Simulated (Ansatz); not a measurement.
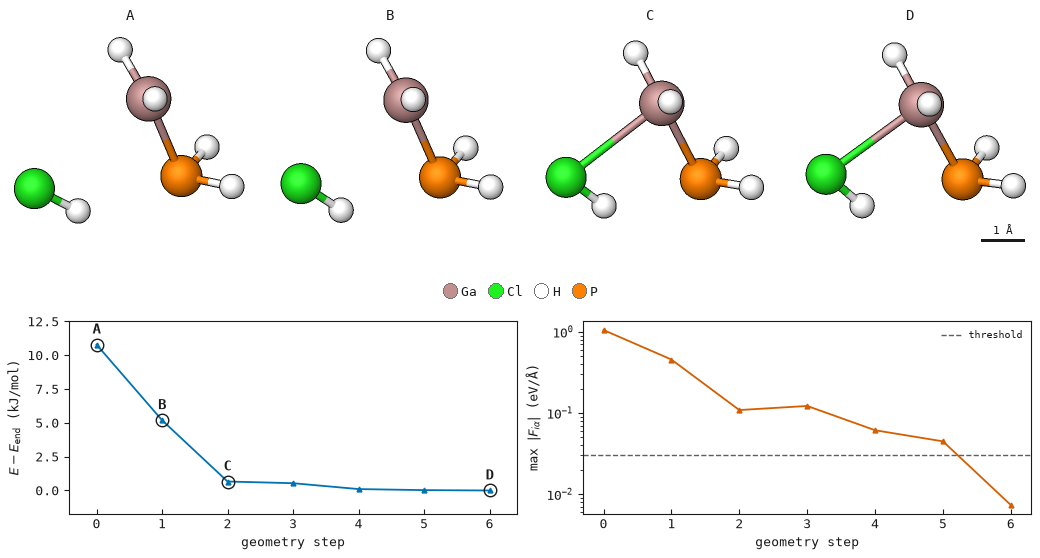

Frames of a relaxation of GaPH5Cl, marked on the history of the run. A ball-and-stick model, seen from a free direction.

The run prepares an end point of a later path (reaction) calculation, from a guessed geometry.

Method: RKS PBE0-D4/def2-SVP in Ansatz. (no spin polarisation; force threshold 0.03 eV/Å; at most 50 steps)

Q: What happens along the run?

A: The energy falls by 10.8 kJ/mol in 6 geometry steps. Largest force component: 1.1 eV/Å at the start, 0.0073 eV/Å at the end. The Cl atom moves most after the best rigid fit: 0.44 Å. Largest moves by element: Cl 0.44 Å, Ga 0.22 Å, H 0.18 Å, P 0.09 Å. Some distances before and after: Cl–Ga 3.435 → 2.789 Å, Ga–P 2.300 → 2.347 Å, Cl–H 1.336 → 1.306 Å. From step 0 to 1: the Cl atom moves most (0.19 Å), energy −5.59 kJ/mol. From step 1 to 2: the Cl atom moves most (0.19 Å), energy −4.53 kJ/mol. From step 2 to 6: the Cl atom moves most (0.08 Å), energy −0.66 kJ/mol.

```
step  E − E(0), kJ/mol  largest force component, eV/Å
   0              0.00                         1.0522
   1             -5.59                         0.4555
   2            -10.13                         0.1088
   3            -10.25                         0.1221
   4            -10.69                         0.0613
   5            -10.76                         0.0447
   6            -10.79                         0.0073
```

Limits of the set-up: the start holds two separate molecules, 2.6 Å apart at their closest, whose relative position is a soft coordinate.
